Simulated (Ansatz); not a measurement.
Nudged elastic band, with input and output: AlH$_{3}$ClF

The run: nudged elastic band of AlH$_{3}$ClF. Method and program: RKS PBE0-D4/def2-SVP (Ansatz 0.2.0).

Some settings of this run were made unusual or wrong on purpose. Figures and captions count atoms from 1; the log counts them from 0 in places.

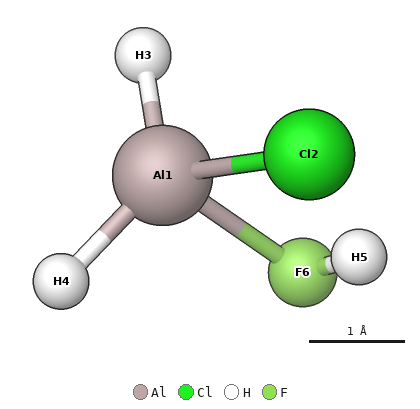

The starting structure (ball-and-stick view, seen at an oblique angle; atoms are numbered from 1 in the order of the input). Sticks mark near contacts. Bond lengths as drawn: Al–Cl 2.18 Å, Al–F 2.03 Å, Al–H 1.57 Å and F–H 0.96 Å.

## Input file
```yaml
crystal:
  periodic: [false, false, false]
  atoms:
    - {symbol: Al, position_ang: [-0.592292, 0.103937, -0.327078]}
    - {symbol: Cl, position_ang: [1.268411, 1.169181, -0.726396]}
    - {symbol: H, position_ang: [-0.923260, -1.047189, -1.348106]}
    - {symbol: H, position_ang: [-1.630015, 0.898681, 0.549643]}
    - {symbol: H, position_ang: [1.314787, -0.296632, 0.793655]}
    - {symbol: F, position_ang: [0.562368, -0.827878, 1.058282]}
basis:
  gaussian: {orbitals: def2-SVP}
hamiltonian: {xc: pbe0, dispersion: d4}
neb:
  images: 5
  climbing: true
  max_iterations: 30
  initial_path: idpp
  f_tol: 2.0
  final_atoms:
    - {symbol: Al, position_ang: [-0.777539, -0.246030, -0.037222]}
    - {symbol: Cl, position_ang: [1.436695, 1.057477, -0.549195]}
    - {symbol: H, position_ang: [-0.975728, -1.000283, -1.409275]}
    - {symbol: H, position_ang: [-1.680192, 0.939512, 0.482750]}
    - {symbol: H, position_ang: [1.850872, 0.284834, 0.397060]}
    - {symbol: F, position_ang: [0.145893, -1.035411, 1.115883]}
```

Run as:
```bash
ansatz run in.yaml --threads 2 --pin off --events-out ev --progress --plain --max-ram 4352MiB
```

## Output
```
Functional definition: PBE0
  name "PBE0"
  cite "Adamo & Barone, J. Chem. Phys. 110, 6158 (1999) doi:10.1063/1.478522"
  cite "Perdew, Burke & Ernzerhof, Phys. Rev. Lett. 77, 3865 (1996) doi:10.1103/PhysRevLett.77.3865"
  parent pbe
  parameter a = 0.25
  parameter kappa = 0.804
  parameter beta = 0.06672455060314922
  exchange = (1 - a)*pbe_x(kappa = kappa, mu = beta*pi^2/3) + a*exact_x
  correlation = pbe_c(beta = beta)
648 factors; integrals over basis functions are off by at most 4.2e-4 eV
mean field evaluation 1: about -21868.2079 eV, gradient 2.3e1 eV
mean field evaluation 2: about -21868.1635 eV, gradient 2.6e1 eV
mean field evaluation 4: about -21869.1874 eV, gradient 7.2e-1 eV
mean field evaluation 8: about -21869.1963 eV, gradient 6.0e-3 eV
mean field -21869.19632239 eV, -803.6781413743 hartree, gradient 2.0e-5 eV, S^2 0.000000; 0 other end points of the search recorded, 0 dependent functions left out
the calculation of the forces begins
reference -21869.19634841 eV, -803.6781423303 hartree; 21, 21 occupied and 44, 44 virtual orbitals, 648 factors
650 factors; integrals over basis functions are off by at most 9.1e-4 eV
mean field evaluation 16: about -21868.9995 eV, gradient 2.2e0 eV
mean field -21869.02362393 eV, -803.6717948227 hartree, gradient 2.0e-5 eV, S^2 0.000000; 0 other end points of the search recorded, 0 dependent functions left out
the calculation of the forces begins
reference -21869.02365156 eV, -803.6717958383 hartree; 21, 21 occupied and 44, 44 virtual orbitals, 650 factors
NEB end point (image 0): max|allowed force component| = 1.187e-1 eV/Å (the criterion of neb.relax_end_points is 4.000e-1)
NEB end point (image 6): max|allowed force component| = 3.255e-1 eV/Å (the criterion of neb.relax_end_points is 4.000e-1)
648 factors; integrals over basis functions are off by at most 8.1e-4 eV
mean field evaluation 32: about -21868.7184 eV, gradient 1.0e0 eV
mean field -21868.73154064 eV, -803.6610609597 hartree, gradient 2.4e-5 eV, S^2 0.000000; 0 other end points of the search recorded, 0 dependent functions left out
the calculation of the forces begins
reference -21868.73156704 eV, -803.6610619300 hartree; 21, 21 occupied and 44, 44 virtual orbitals, 648 factors
649 factors; integrals over basis functions are off by at most 7.9e-4 eV
mean field -21868.24732509 eV, -803.6432663666 hartree, gradient 2.5e-5 eV, S^2 0.000000; 0 other end points of the search recorded, 0 dependent functions left out
the calculation of the forces begins
reference -21868.24735171 eV, -803.6432673451 hartree; 21, 21 occupied and 44, 44 virtual orbitals, 649 factors
650 factors; integrals over basis functions are off by at most 9.2e-4 eV
mean field evaluation 64: about -21868.1920 eV, gradient 1.5e-3 eV
mean field -21868.19201949 eV, -803.6412339233 hartree, gradient 1.2e-5 eV, S^2 0.000000; 0 other end points of the search recorded, 0 dependent functions left out
the calculation of the forces begins
reference -21868.19204640 eV, -803.6412349123 hartree; 21, 21 occupied and 44, 44 virtual orbitals, 650 factors
652 factors; integrals over basis functions are off by at most 5.7e-4 eV
mean field -21868.48256883 eV, -803.6519114145 hartree, gradient 1.3e-5 eV, S^2 0.000000; 0 other end points of the search recorded, 0 dependent functions left out
the calculation of the forces begins
reference -21868.48259613 eV, -803.6519124180 hartree; 21, 21 occupied and 44, 44 virtual orbitals, 652 factors
650 factors; integrals over basis functions are off by at most 8.4e-4 eV
mean field evaluation 96: about -21868.8664 eV, gradient 4.5e-5 eV
mean field -21868.86637546 eV, -803.6660160483 hartree, gradient 4.5e-5 eV, S^2 0.000000; 0 other end points of the search recorded, 0 dependent functions left out
the calculation of the forces begins
reference -21868.86640306 eV, -803.6660170625 hartree; 21, 21 occupied and 44, 44 virtual orbitals, 650 factors
NEB iter   1: max|band force component| = 2.165e0 eV/Å  barrier→ = 1.0023 eV  barrier← = 0.8288 eV  Δτ_max = 0.2000 Å  (163 SCF iters)
these checks for a lower state are left out or cut short: starts, cluster_reference, orbital_swaps, neighbouring_geometries, increment
648 factors; integrals over basis functions are off by at most 1.1e-3 eV
mean field -21869.08525880 eV, -803.6740598626 hartree, gradient 6.9e-6 eV, S^2 0.000000; 0 other end points of the search recorded, 0 dependent functions left out
the calculation of the forces begins
reference -21869.08528497 eV, -803.6740608241 hartree; 21, 21 occupied and 44, 44 virtual orbitals, 648 factors
these checks for a lower state are left out or cut short: starts, cluster_reference, orbital_swaps, neighbouring_geometries, increment
650 factors; integrals over basis functions are off by at most 1.0e-3 eV
mean field -21868.96395512 eV, -803.6696020345 hartree, gradient 9.4e-6 eV, S^2 0.000000; 0 other end points of the search recorded, 0 dependent functions left out
the calculation of the forces begins
reference -21868.96398144 eV, -803.6696030017 hartree; 21, 21 occupied and 44, 44 virtual orbitals, 650 factors
these checks for a lower state are left out or cut short: starts, cluster_reference, orbital_swaps, neighbouring_geometries, increment
650 factors; integrals over basis functions are off by at most 8.7e-4 eV
mean field -21868.96161626 eV, -803.6695160829 hartree, gradient 1.5e-5 eV, S^2 0.000000; 0 other end points of the search recorded, 0 dependent functions left out
the calculation of the forces begins
reference -21868.96164265 eV, -803.6695170527 hartree; 21, 21 occupied and 44, 44 virtual orbitals, 650 factors
these checks for a lower state are left out or cut short: starts, cluster_reference, orbital_swaps, neighbouring_geometries, increment
650 factors; integrals over basis functions are off by at most 8.0e-4 eV
mean field -21868.95997293 eV, -803.6694556918 hartree, gradient 1.0e-5 eV, S^2 0.000000; 0 other end points of the search recorded, 0 dependent functions left out
the calculation of the forces begins
reference -21868.95999980 eV, -803.6694566792 hartree; 21, 21 occupied and 44, 44 virtual orbitals, 650 factors
these checks for a lower state are left out or cut short: starts, cluster_reference, orbital_swaps, neighbouring_geometries, increment
650 factors; integrals over basis functions are off by at most 8.2e-4 eV
mean field evaluation 128: about -21869.0154 eV, gradient 4.5e-5 eV
mean field -21869.01542206 eV, -803.6714934095 hartree, gradient 1.7e-5 eV, S^2 0.000000; 0 other end points of the search recorded, 0 dependent functions left out
the calculation of the forces begins
reference -21869.01544946 eV, -803.6714944165 hartree; 21, 21 occupied and 44, 44 virtual orbitals, 650 factors
648 factors; integrals over basis functions are off by at most 1.1e-3 eV
mean field -21869.08525880 eV, -803.6740598626 hartree, gradient 6.9e-6 eV, S^2 0.000000; 1 other end points of the search recorded, 0 dependent functions left out
the calculation of the forces begins
reference -21869.08528497 eV, -803.6740608241 hartree; 21, 21 occupied and 44, 44 virtual orbitals, 648 factors
650 factors; integrals over basis functions are off by at most 1.0e-3 eV
mean field -21868.96395512 eV, -803.6696020345 hartree, gradient 9.4e-6 eV, S^2 0.000000; 1 other end points of the search recorded, 0 dependent functions left out
the calculation of the forces begins
reference -21868.96398144 eV, -803.6696030017 hartree; 21, 21 occupied and 44, 44 virtual orbitals, 650 factors
650 factors; integrals over basis functions are off by at most 8.7e-4 eV
mean field evaluation 160: about -21868.9542 eV, gradient 8.9e-2 eV
mean field -21868.96161626 eV, -803.6695160829 hartree, gradient 1.5e-5 eV, S^2 0.000000; 1 other end points of the search recorded, 0 dependent functions left out
the calculation of the forces begins
reference -21868.96164265 eV, -803.6695170527 hartree; 21, 21 occupied and 44, 44 virtual orbitals, 650 factors
650 factors; integrals over basis functions are off by at most 8.2e-4 eV
mean field -21869.01542206 eV, -803.6714934095 hartree, gradient 1.7e-5 eV, S^2 0.000000; 1 other end points of the search recorded, 0 dependent functions left out
the calculation of the forces begins
reference -21869.01544946 eV, -803.6714944165 hartree; 21, 21 occupied and 44, 44 virtual orbitals, 650 factors
650 factors; integrals over basis functions are off by at most 8.0e-4 eV
mean field evaluation 192: about -21868.9303 eV, gradient 2.6e0 eV
mean field -21868.95997293 eV, -803.6694556918 hartree, gradient 1.0e-5 eV, S^2 0.000000; 1 other end points of the search recorded, 0 dependent functions left out
the calculation of the forces begins
reference -21868.95999980 eV, -803.6694566792 hartree; 21, 21 occupied and 44, 44 virtual orbitals, 650 factors
NEB iter   2: max|band force component| = 1.236e0 eV/Å  barrier→ = 0.2357 eV  barrier← = 0.0622 eV  CI = image 4  Δτ_max = 0.0000 Å  (257 SCF iters)
```

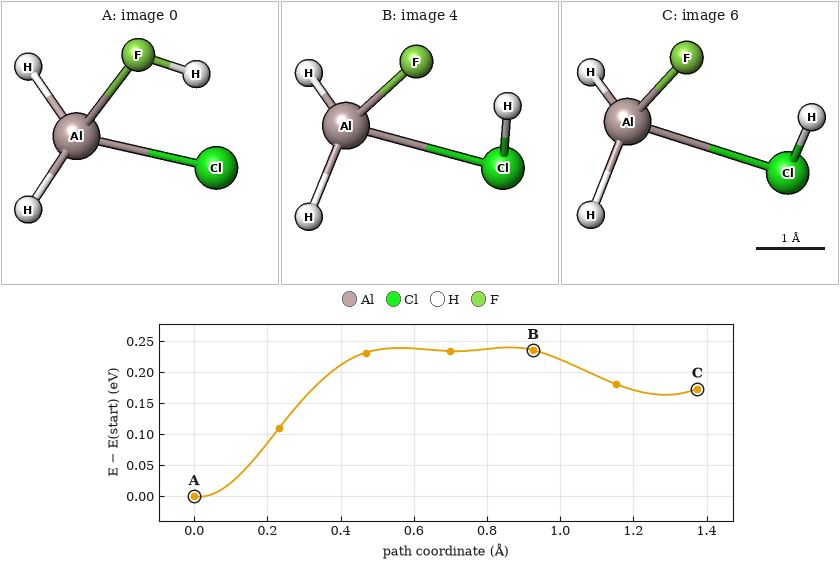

Images of the last band (counted from 0; ball-and-stick, seen at a tilt) above the energy along the path; the line is a cubic interpolation that uses the forces. The highest image is number 4, 0.236 eV above the start and 0.062 eV above the end (the climbing image); the end lies 0.173 eV above the start. The path is 1.37 Å long. The band converged in 2 iterations. The end points carry forces over 0.1 eV/Å, so they aren't fully relaxed minima and the barriers are approximate.

```
Total energy: -21869.03858418 eV, -803.6723446020 hartree
Atom 0 at    -0.745239    -0.187982    -0.084737 Å, force     0.696446    -0.170869     0.434488 eV/Å
Atom 1 at     1.384504     1.034886    -0.545516 Å, force     0.506565    -0.467018     0.667384 eV/Å
Atom 2 at    -0.960613    -1.015252    -1.407181 Å, force    -0.072925    -0.103984     0.014183 eV/Å
Atom 3 at    -1.671539     0.942249     0.501911 Å, force    -0.095144    -0.042832     0.073827 eV/Å
Atom 4 at     1.592547     0.117577     0.472441 Å, force    -0.520484     0.678325    -0.889200 eV/Å
Atom 5 at     0.400339    -0.891379     1.063081 Å, force    -0.514458     0.106377    -0.300682 eV/Å
Dipole moment:     0.149882     0.104081    -0.050914 e Å
```

## The last band as extended XYZ (Å, eV, eV/Å)
```
6
Properties=species:S:1:pos:R:3:forces:R:3 image=0 energy=-21869.27428
Al   -0.5923    0.1039   -0.3271   -0.1158  -0.0625   0.0209
Cl    1.2684    1.1692   -0.7264    0.1187   0.0366   0.0066
H    -0.9233   -1.0472   -1.3481   -0.0067  -0.0422  -0.0443
H    -1.6300    0.8987    0.5496   -0.0356   0.0374   0.0334
H     1.3148   -0.2966    0.7937    0.0966   0.0557  -0.0210
F     0.5624   -0.8279    1.0583   -0.0572  -0.0250   0.0043
6
Properties=species:S:1:pos:R:3:forces:R:3 image=1 energy=-21869.16355
Al   -0.6185    0.0305   -0.2615    0.0452  -0.0880   0.1069
Cl    1.2997    1.1121   -0.6562    0.1333  -0.0702   0.1216
H    -0.9286   -1.0621   -1.3494   -0.0234  -0.0391  -0.0325
H    -1.6403    0.8974    0.5617   -0.0451   0.0207   0.0259
H     1.3253   -0.1586    0.6561   -1.3187  -0.9327   0.4653
F     0.5624   -0.8192    1.0493    1.2086   1.1093  -0.6873
6
Properties=species:S:1:pos:R:3:forces:R:3 image=2 energy=-21869.04252
Al   -0.6456   -0.0235   -0.2162    0.1960  -0.4712   0.5560
Cl    1.3696    1.0548   -0.5714    0.2519   0.0748   0.0171
H    -0.9427   -1.0772   -1.3452   -0.0107   0.0524  -0.1175
H    -1.6564    0.8880    0.5714   -0.0310   0.1084  -0.0628
H     1.3508   -0.0298    0.5335   -0.8053  -0.4311   0.1423
F     0.5243   -0.8122    1.0280    0.3991   0.6667  -0.5351
6
Properties=species:S:1:pos:R:3:forces:R:3 image=3 energy=-21869.04035
Al   -0.6868   -0.1344   -0.1179    0.4792  -0.2444   0.4290
Cl    1.3665    1.0358   -0.5531    0.3520  -0.1229   0.2570
H    -0.9444   -1.0235   -1.3892   -0.0310  -0.1166   0.0142
H    -1.6541    0.9307    0.5167   -0.0629  -0.0288   0.0999
H     1.4247    0.0502    0.4790   -0.3573   0.1835  -0.3211
F     0.4941   -0.8587    1.0645   -0.3799   0.3291  -0.4789
6
Properties=species:S:1:pos:R:3:forces:R:3 image=4 energy=-21869.03856
Al   -0.7452   -0.1880   -0.0847    0.6964  -0.1709   0.4345
Cl    1.3845    1.0349   -0.5455    0.5066  -0.4670   0.6674
H    -0.9606   -1.0153   -1.4072   -0.0729  -0.1040   0.0142
H    -1.6715    0.9422    0.5019   -0.0951  -0.0428   0.0738
H     1.5925    0.1176    0.4724   -0.5205   0.6783  -0.8892
F     0.4003   -0.8914    1.0631   -0.5145   0.1064  -0.3007
6
Properties=species:S:1:pos:R:3:forces:R:3 image=5 energy=-21869.09329
Al   -0.7710   -0.2210   -0.0605    0.3627  -0.1288   0.2671
Cl    1.4141    1.0537   -0.5538    0.3952  -0.5155   0.6757
H    -0.9727   -1.0157   -1.4086   -0.0488  -0.0482  -0.0063
H    -1.6828    0.9393    0.4981   -0.0616  -0.0130   0.0280
H     1.7318    0.2019    0.4378   -0.3963   0.5868  -0.7492
F     0.2805   -0.9581    1.0869   -0.2511   0.1187  -0.2152
6
Properties=species:S:1:pos:R:3:forces:R:3 image=6 energy=-21869.10081
Al   -0.7767   -0.2491   -0.0338   -0.2986   0.1850  -0.3012
Cl    1.4304    1.0622   -0.5564   -0.0236   0.1479  -0.1604
H    -0.9774   -1.0062   -1.4039   -0.0027  -0.0420  -0.0483
H    -1.6819    0.9337    0.4880   -0.0335   0.0427   0.0343
H     1.8513    0.2926    0.3893    0.0329  -0.1718   0.1884
F     0.1543   -1.0332    1.1168    0.3255  -0.1619   0.2872
```

## What the run reported

| quantity | value |
| --- | --- |
| outcome | converged |
| barrier, forward | 0.236 eV |
| barrier, backward | 0.062 eV |
| dipole moment (one image of the band) | 0.91 D |
| hardware | 2 threads of Intel Xeon, 63 GiB of memory available, shared host |
| wall time | 13 s (CPU time 24 s) |
| peak memory | 0.36 GiB |

## Diagnosis

This input holds a deliberate fault: tolerance too loose. The run converged all the same; its numbers are those of the faulty input and shouldn't be used.
